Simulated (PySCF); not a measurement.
C₂H₄BrF₃Si, SMILES F[Si](F)(CCBr)F, singlet at its GFN2-xTB optimised geometry (Å):

```
11

F     -0.3130    -1.6065     1.2769
Si     0.0987    -0.7598     0.0000
F     -0.3321    -1.6509    -1.2381
F      1.6796    -0.7598     0.0000
C     -0.7279     0.9344     0.0000
C     -1.0162     1.4920    -1.3879
Br     0.6325     1.8260    -2.3849
H     -0.1105     1.6509     0.5478
H     -1.6796     0.8752     0.5358
H     -1.5344     2.4489    -1.3311
H     -1.5967     0.7957    -1.9910
```

Method: B3LYP/def2-TZVP run with PySCF. Cells within 0.4 Å of a nucleus heavier than hydrogen are left out (blank, or x).

Map of the electron localisation function on the plane z = 0.0 Å:

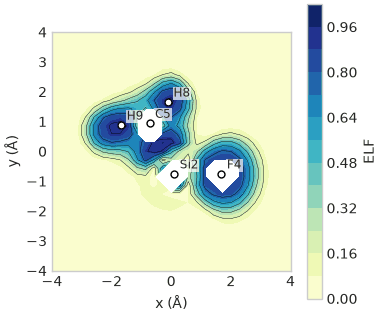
*Electron localisation function on the plane z = 0.0 Å.*
